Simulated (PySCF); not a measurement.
The calculation's input:

```
{"job": {"xc": "mPW1PW91", "basis": "pcSseg-1", "solvent": "tetrahydrofuran", "kind": "nmr", "pop": true}, "charge": 0, "multiplicity": 1}
Si    -1.830289     0.325015     0.272250
C     -0.128404     0.307523    -0.597776
C      0.624013    -1.043063    -0.582012
O      1.748011    -0.835684     0.257700
B      1.740033     0.463011     0.669391
Cl     2.937118     1.115152     1.696659
O      0.694796     1.181541     0.195312
H     -2.717537    -0.538949    -0.511068
H     -1.640830    -0.214301     1.617778
H     -2.287248     1.709271     0.305575
H     -0.151245     0.726776    -1.607893
H      0.981270    -1.339354    -1.573015
H      0.025924    -1.856451    -0.160627
```

Launched as:

```sh
OMP_NUM_THREADS=1 python ens_run.py task.json out
```

Geometry: GFN2-xTB.

The calculation used mPW1PW91/pcSseg-1, SCF density, in a tetrahydrofuran solvent model, non-relativistic (PySCF 2.14.0).

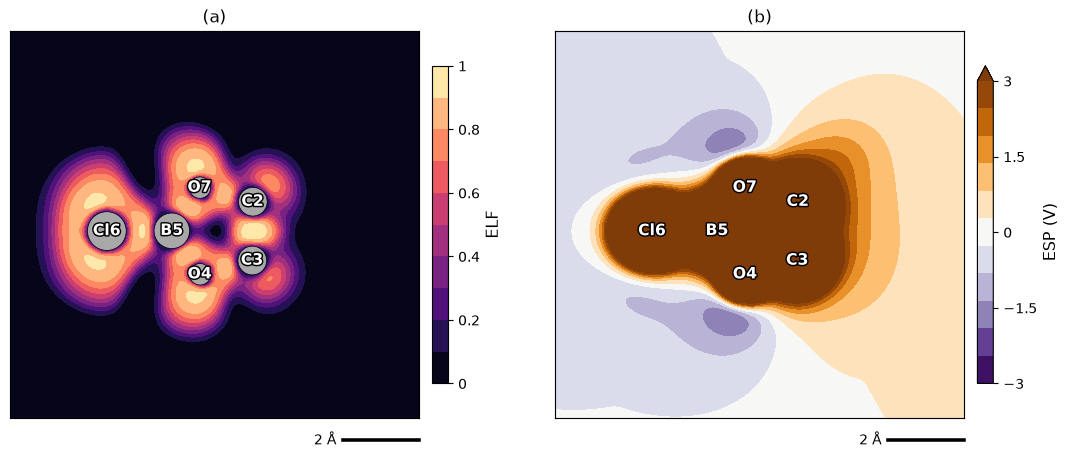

C₂H₆BClO₂Si. (a) electron localisation function; (b) molecular electrostatic potential on the plane of atoms C3, O4 and B5. Grey discs cover the atomic cores in the ELF map.

Describe what can be read from this map.

- The section cuts through C, O, B and Cl sites.
- B–O (1.35 Å): the ELF peaks at about 0.90 between the atoms (a polar covalent bond).
- C–O (1.42 Å): the ELF peaks at about 0.90 between the atoms, as expected for a polar covalent bond.
- C–C (1.55 Å): the ELF peaks at about 0.95 between the atoms (localised, covalent bonding).
- B–Cl (1.71 Å): the ELF peaks at about 0.90 between the atoms (a polar covalent bond).
- The ELF also peaks beside O4, Cl6 and O7, away from the bonds: lone-pair regions.
- Outside the dense part of the molecule the potential is most negative (−1.8 V) near O4.
